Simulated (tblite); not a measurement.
C$_{6}$H$_{9}$FSi (charge +1): frequency calculation

The run: frequency calculation of C$_{6}$H$_{9}$FSi, charge +1, multiplicity 2. Method and program: GFN2-xTB harmonic vibrations, gas phase (tblite 0.8.0).

It belongs to a series of runs on one base structure; here: electron removed.

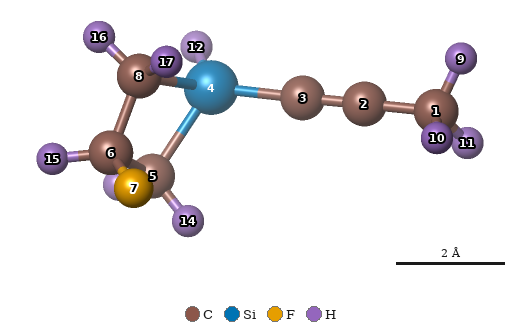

Fig. 1: The structure (ball-and-stick view, seen at a tilt; atoms are numbered from 1 in the order of the input).

The input
```
{"job": {"kind": "ir", "xc": "GFN2-xTB", "basis": "xTB"}, "charge": 1, "multiplicity": 2}
C      3.615674    -0.501391     1.022788
C      2.370590    -0.080727     0.484772
C      1.294871     0.273403     0.036442
Si    -0.290089     0.828155    -0.652251
C     -1.630160    -0.642103    -0.767013
C     -2.458011    -0.284003     0.456656
F     -2.250122    -1.168793     1.470708
C     -1.726847     1.026285     0.708948
H      4.205826     0.369306     1.313659
H      3.457917    -1.138872     1.892943
H      4.175759    -1.058132     0.269350
H     -0.325023     1.798619    -1.734010
H     -2.177719    -0.563022    -1.699601
H     -1.124211    -1.596432    -0.654808
H     -3.537273    -0.213368     0.305734
H     -2.325168     1.902769     0.485563
H     -1.283014     1.060335     1.699673
```

The first line tells a small driver script what to run in tblite; the rest is the geometry in Å.

Machine: 1 CPU thread, shared host.

Command:
```bash
OMP_NUM_THREADS=1 python <driver script> task.json out
```

The program's output
```
mode    cm-1     km/mol
  1      27.9      0.52
  2      30.0      4.65
  3      63.1      2.58
  4      97.4      0.75
  5     176.4     11.00
  6     216.4     30.21
  7     262.7      0.59
  8     331.9      2.47
  9     349.2      0.52
 10     355.6     43.96
 11     393.3     14.55
 12     484.5     33.93
 13     504.8      7.77
 14     566.0     20.76
 15     585.8     16.12
 16     659.4      0.90
 17     677.3    129.98
 18     740.3     86.33
 19     909.3     40.79
 20     946.7    112.12
 21     957.5     15.69
 22     981.1     25.05
 23     992.7     40.26
 24    1019.4      6.12
 25    1066.5      0.29
 26    1126.9     61.27
 27    1158.6     46.16
 28    1161.4     34.31
 29    1186.9      0.07
 30    1288.0     19.72
 31    1333.6      0.62
 32    1342.7    187.11
 33    1356.1     83.77
 34    1365.7     21.76
 35    1376.9     26.85
 36    2239.5   1113.85
 37    2358.3    167.02
 38    2971.9      5.19
 39    2989.5      5.86
 40    2997.8     49.33
 41    3009.8     35.46
 42    3011.3     13.81
 43    3016.7     18.16
 44    3047.2      0.25
 45    3049.8      0.50
```

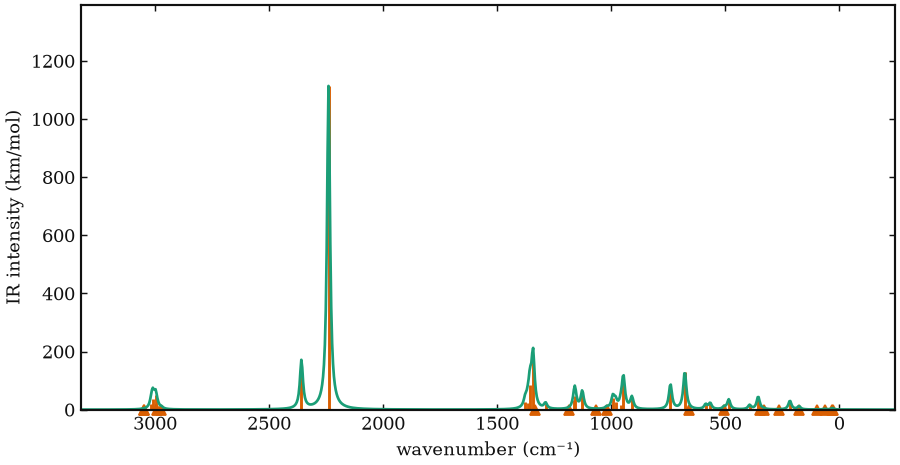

Fig. 2: Harmonic infrared spectrum, unscaled: sticks (degenerate modes added up, dark ones marked on the axis) with a Lorentzian envelope of 16 cm⁻¹ full width, scaled to the tallest stick. 45 modes from 28 to 3050 cm⁻¹, none imaginary. The strongest line is at 2240 cm⁻¹ (1114 km/mol).

Summary

```csv
quantity,value
outcome,converged
total energy,−635.0432 eV
zero-point energy,78.3170 kcal/mol
wall time,0.54 s
peak memory,0.18 GiB
```
